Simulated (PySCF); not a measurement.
**One shape, several levels: CH3BFNO (SMILES NC1(F)BO1)**

We compute a comparison of 6 runs (HF/STO-3G, HF/3-21G, B2PLYP/6-31G*, B3LYP/6-31G*, wB97M-V/6-31G*, SCS-MP2/6-31G*) of CH3BFNO. Input form: a Python script.

Program for the calculation: PySCF 2.14.0.

1 further run of the same task is left out (set aside as unsound or not needed).

### Step 1. Starting point

The species is CH3BFNO (8 atoms), meant as a singlet with charge 0. As SMILES, `NC1(F)BO1`. Geometry: relaxed at PBE0-D4/def2-TZVP. This is one conformer, not always the lowest.

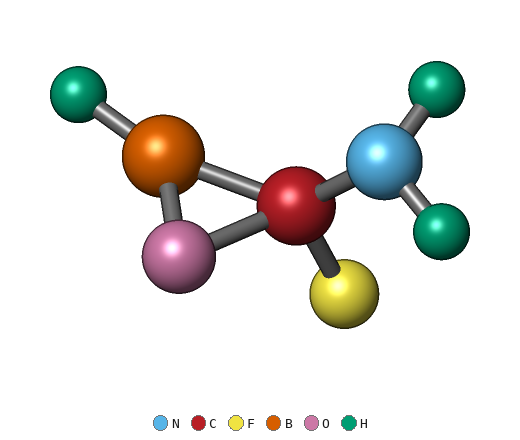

Viewed from a chosen angle; nitrogen blue, carbon red, fluorine yellow, boron orange, oxygen pink, hydrogen teal.

### Step 2. The energy at HF/STO-3G (run 1)

The input, run.py:

```python
# NC1(F)BO1
from pyscf import gto

mol = gto.M(
    atom='''
N     -0.814472     2.170161     0.348843
C      0.102234    -0.115651    -0.547265
F      0.230736    -0.250767    -3.133733
B      0.637972    -2.470250     0.973398
O      2.545272    -0.893840     0.482447
H     -2.720261     2.211169     0.399488
H     -0.142296     3.669092    -0.635326
H      0.334859    -4.427817     2.006700
''',
    unit='bohr',
    verbose=3,
    max_memory=1860,
    basis='sto-3g',
)

hf = mol.RHF()
hf.conv_tol = 1e-10
hf.kernel()
if not hf.converged:
    hf = hf.newton().run(hf.mo_coeff, hf.mo_occ)

energy = hf.e_tot
print(f'total energy: {energy:.8f} hartree')
```

Command:

```
$ OMP_NUM_THREADS=1 python run.py
```

Output:

```text
converged SCF energy = -289.124453122349
total energy: -289.12445312 hartree
```

It took 0.77 s on 1 thread of Intel Xeon at 2.70GHz, shared host; peak memory 0.12 GiB.

### Step 3. A single-point energy at HF/3-21G (run 2)

The input, input.py:

```python
from pyscf import gto

system = gto.Mole()
system.atom = [
    ('N', (-0.431000, 1.148400, 0.184600)),
    ('C', (0.054100, -0.061200, -0.289600)),
    ('F', (0.122100, -0.132700, -1.658300)),
    ('B', (0.337600, -1.307200, 0.515100)),
    ('O', (1.346900, -0.473000, 0.255300)),
    ('H', (-1.439500, 1.170100, 0.211400)),
    ('H', (-0.075300, 1.941600, -0.336200)),
    ('H', (0.177200, -2.343100, 1.061900)),
]
system.spin = 0
system.max_memory = 1860
system.basis = '3-21g'
system.charge = 0
system.verbose = 4
system.build()

calc0 = system.RHF()
calc0.conv_tol = 1e-10
calc0.kernel()
if not calc0.converged:
    calc0 = calc0.newton().run(calc0.mo_coeff, calc0.mo_occ)

e_final = calc0.e_tot
print(f'total energy: {e_final:.8f} hartree')
```

Command:

```
$ OMP_NUM_THREADS=1 python input.py
```

Output:

```text
PySCF version 2.14.0

[... 66 lines left out ...]
converged SCF energy = -291.406648094208
total energy: -291.40664809 hartree
```

Run time: 0.83 s. Hardware: 1 thread of Intel Xeon at 2.70GHz, shared host; peak memory 0.12 GiB.

### Step 4. The energy at B2PLYP/6-31G(d) (spherical functions) (run 3)

The input, calc.py:

```python
# NC1(F)BO1
from pyscf import gto, dft, mp

mol = gto.Mole()
mol.atom = [
    ('N', (-0.431000, 1.148400, 0.184600)),
    ('C', (0.054100, -0.061200, -0.289600)),
    ('F', (0.122100, -0.132700, -1.658300)),
    ('B', (0.337600, -1.307200, 0.515100)),
    ('O', (1.346900, -0.473000, 0.255300)),
    ('H', (-1.439500, 1.170100, 0.211400)),
    ('H', (-0.075300, 1.941600, -0.336200)),
    ('H', (0.177200, -2.343100, 1.061900)),
]
mol.max_memory = 1860
mol.spin = 0
mol.basis = '6-31g*'
mol.verbose = 3
mol.build()

myscf = dft.RKS(mol, xc='0.53*HF + 0.47*B88, 0.73*LYP')
myscf.grids.level = 5
myscf.conv_tol = 1e-10
myscf.kernel()
if not myscf.converged:
    myscf = myscf.newton().run(myscf.mo_coeff, myscf.mo_occ)

pt = mp.MP2(myscf, frozen=5).run()
e_final = myscf.e_tot + 0.27 * pt.e_corr
print('PT2 part  %.8f' % (0.27 * pt.e_corr))
print(f'total energy: {e_final:.8f} hartree')
```

Command:

```
$ OMP_NUM_THREADS=1 python calc.py
```

Output:

```text
converged SCF energy = -294.047092340362
E(RMP2) = -294.913191456995  E_corr = -0.866099116632901
E(SCS-RMP2) = -294.883840387802  E_corr = -0.836748047439413
PT2 part  -0.23384676
total energy: -294.28093910 hartree
```

Wall time 13 s (1 thread of Intel Xeon at 2.70GHz, shared host); peak memory 0.39 GiB.

Runs 4 to 5 aren't shown in full; the table further down has their settings and results.

### Step 5. The energy at SCS-MP2/6-31G(d) (spherical functions) (run 6)

The input, input.py:

```python
from pyscf import gto, mp

mol = gto.M(
    atom=[
    ('N', (-0.431000, 1.148400, 0.184600)),
    ('C', (0.054100, -0.061200, -0.289600)),
    ('F', (0.122100, -0.132700, -1.658300)),
    ('B', (0.337600, -1.307200, 0.515100)),
    ('O', (1.346900, -0.473000, 0.255300)),
    ('H', (-1.439500, 1.170100, 0.211400)),
    ('H', (-0.075300, 1.941600, -0.336200)),
    ('H', (0.177200, -2.343100, 1.061900)),
],
    verbose=4,
    max_memory=1860,
    charge=0,
    basis='6-31g*',
)

hf = mol.RHF()
hf.conv_tol = 1e-10
hf.kernel()
if not hf.converged:
    hf = hf.newton().run(hf.mo_coeff, hf.mo_occ)

pt = mp.MP2(hf, frozen=5).run()
e_final = hf.e_tot + 1.2 * pt.e_corr_os + pt.e_corr_ss / 3
print('Final energy', e_final)
```

Command:

```
$ OMP_NUM_THREADS=1 python input.py
```

Output:

```text
PySCF version 2.14.0

[... 66 lines left out ...]
converged SCF energy = -293.024628490669
[... 1 line left out ...]
******** <class 'pyscf.mp.mp2.RMP2'> ********
nocc = 14, nmo = 71
frozen orbitals 5
E(RMP2) = -293.731552558382  E_corr = -0.706924067713319
E(SCS-RMP2) = -293.70819045762  E_corr = -0.683561966950872
E_corr(same-spin) = -0.190092593428973
E_corr(oppo-spin) = -0.516831474284345
Final energy -293.70819045761993
```

Wall time 1.5 s (1 thread of Intel Xeon at 2.70GHz, shared host); peak memory 0.17 GiB.

### Step 6. Overview of the runs

| run | level | frozen core orbitals | integration grid | energy (Eh) | dipole moment (D) of the reference | HOMO energy (eV) | LUMO energy (eV) | wall time |
| --- | --- | --- | --- | --- | --- | --- | --- | --- |
| 1 | HF/STO-3G | – | – | -289.124453 | 1.58 | -8.97 | 7.53 | 0.77 s |
| 2 | HF/3-21G | – | – | -291.406648 | 2.68 | -11.51 | 3.45 | 0.83 s |
| 3 | B2PLYP/6-31G* (spherical functions) | 5 | 5 | -294.280939 | 2.15 | -9.18 | 1.25 | 13 s |
| 4 | B3LYP/6-31G* (spherical functions) | – | 5 | -294.554696 | 1.97 | -7.46 | -0.43 | 13 s |
| 5 | wB97M-V/6-31G* (spherical functions) | – | 5 | -294.466770 | 1.99 | -10.09 | 2.02 | 86 s |
| 6 | SCS-MP2/6-31G* (spherical functions) | 5 | – | -293.708190 | 2.41 | -11.49 | 3.64 | 1.5 s |

### Step 7. What came out

| quantity | value |
| --- | --- |
| run 6: total energy | -293.70819 Eh |
| run 6: dipole moment (Hartree–Fock density) | 2.41 D |
| run 6: HOMO energy (Hartree–Fock orbitals) | -11.49 eV |
| run 6: LUMO energy (Hartree–Fock orbitals) | 3.64 eV |
| run 6: HOMO–LUMO gap (Hartree–Fock orbitals) | 15.13 eV |
| run 6: correlation energy (5 core orbitals frozen) | -683.6 mEh |

**Reading.** Over runs 1, 2, 3, 4, 5 the dipole moment (its size) runs from 1.58 D (HF/STO-3G) to 2.68 D (HF/3-21G). Over runs 1, 2, 3, 4, 5 the HOMO–LUMO gap runs from 7.03 eV (B3LYP/6-31G*) to 16.50 eV (HF/STO-3G). The two ends differ in method and basis. Totals of different functionals can't be ranked against each other. In run 1 the basis is minimal, so the values are rough. All runs together took 1.9 min, the longest 86 s.
